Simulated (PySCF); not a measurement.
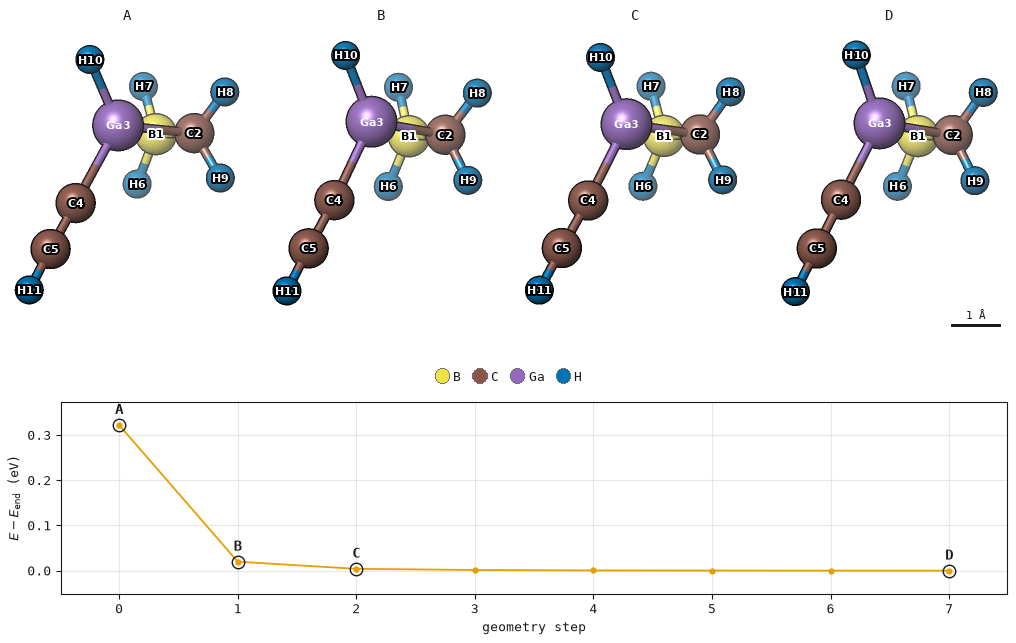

Frames of a relaxation of C3H6BGa, marked on the history of the run. Style: ball-and-stick. Shown from a free direction.

The start comes from GFN2-xTB. Its atoms were then displaced at random by about 0.01 Å.

Method: PySCF 2.14.0, density-fitted response routines, PBE0-D3(BJ)/def2-SVP geometry optimisation, gas phase. 

Q: Describe the path.

A: Over 7 geometry steps the energy falls by 0.322 eV. The atom that moves furthest after the best rigid fit is H9 (0.19 Å). By element the largest moves are H 0.19 Å, C 0.12 Å, Ga 0.06 Å, B 0.04 Å. Some distances before and after: Ga3–C4 2.017 → 1.915 Å, C2–Ga3 2.049 → 1.995 Å, C4–C5 1.177 → 1.221 Å, B1–H7 1.171 → 1.213 Å. Among the angles between lasting bonds that change: C4–Ga3–H10 112.4° → 120.3°, C2–Ga3–C4 122.7° → 117.6°, H8–C2–H9 109.1° → 113.3°. The run took 46 s on 1 thread of Arm Neoverse V1, on a shared host. From step 0 to 1: H9 moves most (0.17 Å), energy −0.302 eV. From step 1 to 2: Ga and H atoms move most (0.06 Å), energy −0.016 eV. From step 2 to 7: H10 moves most (0.06 Å), energy −0.004 eV.

| step | E − E(0), eV |
| --- | --- |
| 0 | 0.0000 |
| 1 | -0.3024 |
| 2 | -0.3182 |
| 3 | -0.3207 |
| 4 | -0.3218 |
| 5 | -0.3220 |
| 6 | -0.3222 |
| 7 | -0.3223 |
